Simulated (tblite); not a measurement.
Energy landscape of F2Ge, singlet: map of symmetric stretch and bend. Scanned: Ge-F bond length and F-Ge-F angle.

Cartesian coordinates as functions of the variables (Å; names that start with a are angles):
```
Ge  0  0  0
F  r*sin(a/2)  0  r*cos(a/2)
F  -r*sin(a/2)  0  r*cos(a/2)
```

Method: GFN2-xTB, 300 K electronic temperature run with tblite 0.5.0.

Energy in mEh above the lowest grid point; x is the Ge-F bond length (Å), y the F-Ge-F angle (°).

| y \ x | 1.48 | 1.59 | 1.68 | 1.77 | 1.85 | 1.94 | 2.03 | 2.12 | 2.20 | 2.29 | 2.35 |
|---|---|---|---|---|---|---|---|---|---|---|---|
| 180 | 209.6 | 115.8 | 72.3 | 47.7 | 36.9 | 34.0 | 38.5 | 48.6 | 61.3 | 78.8 | 91.9 |
| 173.95 | 207.2 | 114.3 | 71.3 | 46.9 | 36.3 | 33.5 | 38.1 | 48.3 | 61.0 | 78.5 | 91.6 |
| 165.32 | 196.4 | 107.6 | 66.7 | 43.5 | 33.5 | 31.2 | 36.1 | 46.6 | 59.4 | 77.0 | 90.2 |
| 156.68 | 179.7 | 97.0 | 59.1 | 37.9 | 29.1 | 27.6 | 33.0 | 43.8 | 56.9 | 74.7 | 88.0 |
| 148.04 | 160.6 | 84.2 | 50.0 | 31.1 | 23.6 | 23.2 | 29.2 | 40.5 | 53.9 | 72.0 | 85.4 |
| 139.41 | 141.4 | 71.0 | 40.3 | 23.9 | 18.0 | 18.6 | 25.4 | 37.2 | 50.9 | 69.3 | 82.9 |
| 130.77 | 123.6 | 58.3 | 30.9 | 17.0 | 12.6 | 14.4 | 22.0 | 34.3 | 48.4 | 67.1 | 80.8 |
| 122.14 | 108.0 | 46.9 | 22.4 | 10.8 | 7.9 | 10.9 | 19.4 | 32.2 | 46.6 | 65.6 | 79.5 |
| 113.50 | 95.2 | 37.3 | 15.3 | 5.7 | 4.2 | 8.3 | 17.6 | 31.0 | 45.8 | 65.0 | 79.1 |
| 104.86 | 86.1 | 30.1 | 9.9 | 1.9 | 1.6 | 6.9 | 16.9 | 30.8 | 45.9 | 65.5 | 79.7 |
| 96.23 | 82.0 | 26.2 | 6.9 | 0.0 | 0.6 | 6.7 | 17.4 | 31.8 | 47.2 | 67.0 | 81.3 |
| 85 | 89.5 | 29.5 | 8.9 | 1.9 | 2.8 | 9.3 | 20.4 | 35.2 | 50.9 | 70.8 | 85.2 |

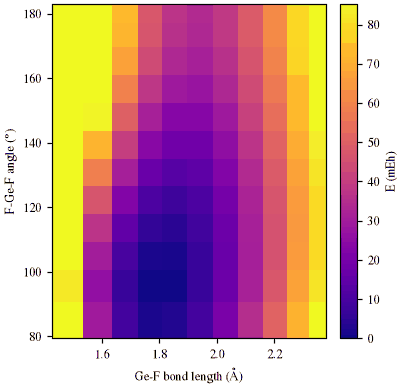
Figure. Energy surface, cut off at 85 mEh.

Points that lie below all their neighbours on the grid: x = 1.77, y = 96.23 (0.0 mEh).
